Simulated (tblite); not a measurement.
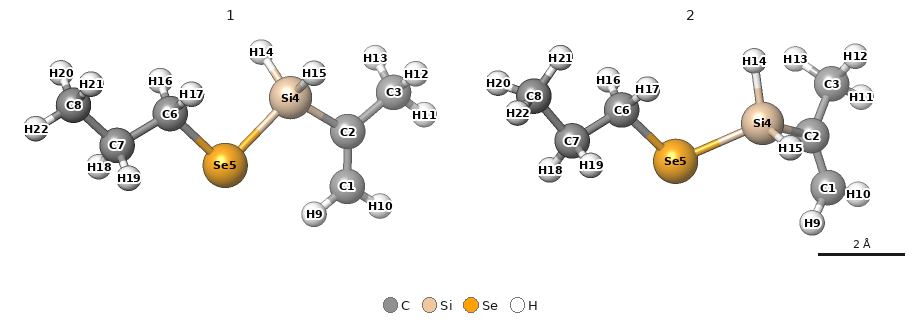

Two geometries of C₆H₁₄SeSi, drawn at one scale. One is the start of a relaxation, the other its converged end. Style: ball-and-stick. Shown at a tilt.

Level of theory: GFN2-xTB geometry optimisation, gas phase (tblite 0.8.0). 

Which of the two is the end point?

Answer. Structure 1 is the relaxed one. The atom that moves furthest after the best rigid fit is H15 (1.85 Å). By element the largest moves are H 1.85 Å, Si 0.82 Å, C 0.58 Å, Se 0.43 Å. Near-neighbour distances that change, for instance: C6–H17 1.135 → 1.091 Å, C2–Si4 1.850 → 1.883 Å, C1–H10 1.113 → 1.080 Å, C3–H12 1.120 → 1.089 Å. Bond angles that change, for instance: Si4–Se5–C6 106.7° → 96.4°, C6–C7–H18 115.0° → 109.2°, C2–Si4–Se5 114.0° → 108.4°. Groups turn about C2–Si4 by about 60°, Se5–C6 by about 35°, C7–C8 by about 30°. After 147 geometry steps the energy has fallen by 0.561 eV.
